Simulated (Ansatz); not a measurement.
# AlP under a change: P → Ni

Base system: AlP in the zinc blende structure (space group F-43m, No. 216; a = 5.470 Å).

Modification: every P is replaced by Ni; the structure is relaxed again.

Level of theory: plane-wave PAW DFT at the PBEsol level (Ansatz, a first-principles code, 420 eV), spin-orbit coupling left out, earlier PAW set. k-mesh 15×15×15 (Γ-centred); smearing 0.05 eV (Fermi–Dirac), for the changed cell.

```json
[
 {"quantity": "volume per atom", "base": "20.46 Å³", "changed": "18.45 Å³", "shift": "-2.01 Å³"},
 {"quantity": "density", "base": "2.35 g/cm³", "changed": "3.86 g/cm³", "shift": "+1.504 g/cm³"},
 {"quantity": "lattice parameter a", "base": "5.470 Å", "changed": "5.285 Å", "shift": "-0.1857 Å"},
 {"quantity": "space group", "base": "F-43m (No. 216)", "changed": "F-43m (No. 216)", "shift": "–"},
 {"quantity": "shortest interatomic distance", "base": "2.369 Å", "changed": "2.288 Å", "shift": "-0.0804 Å"},
 {"quantity": "band gap", "base": "1.45 eV", "changed": "zero", "shift": "–"}
]
```

Final structure:

```xyz
2
Lattice="0.0000 2.6423 2.6423 2.6423 0.0000 2.6423 2.6423 2.6423 0.0000" Properties=species:S:1:pos:R:3 pbc="T T T"
Ni     3.9635     3.9635     3.9635
Al     0.0000     0.0000     0.0000
```

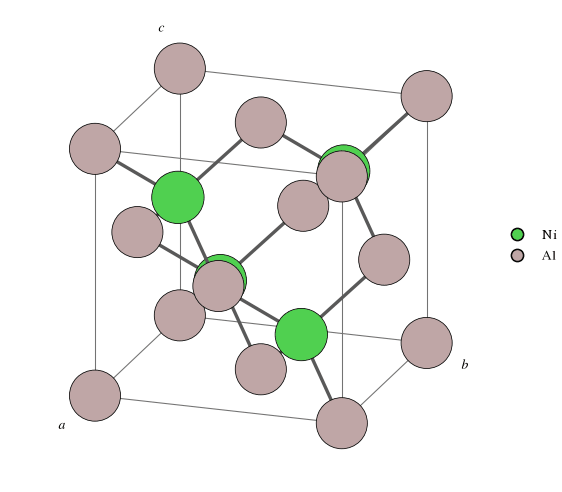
The relaxed conventional cell after the change

Cost of the whole job for the changed cell (relaxation, final SCF and bands): around 110 core-seconds (rough).

Stability against distortions was not tested. As relaxed here, AlNi is a hypothetical phase, not in the database extracts checked. Seeded moments were not kept for P → Ni. All final runs are without spin polarisation.
